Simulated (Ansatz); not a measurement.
Consider GaSb in the zinc blende structure (space group F-43m, No. 216; a = 6.1324 Å).

Perturbation: 0.173 electrons added to each cell, a density of 3.0×10^21 cm⁻³, with a uniform compensating background at fixed cell and a 300 K Fermi–Dirac width.

Computed with Ansatz (a quantum-chemistry and plane-wave program), r2SCAN, PAW, cutoff 500 eV, no SOC.

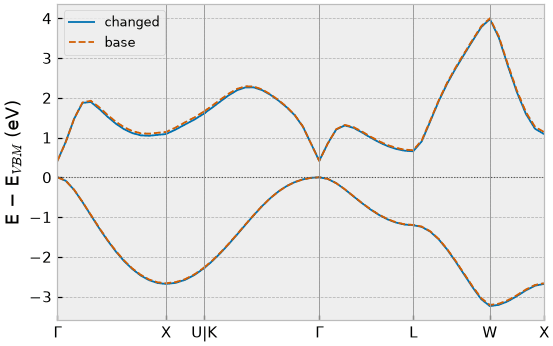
Fig. 1. Highest valence and lowest conduction band along the path, each from its own valence-band maximum

The gap is 0.41 eV, direct at Γ; the base has 0.41 eV.

Carriers are added with a uniform compensating background; total energy and stress of such cells depend on the potential's zero and are not compared; many-body gap narrowing is missing at this level. Spin-orbit coupling, missing from the scalar runs, can matter with Sb. Stability against distortions was not tested.
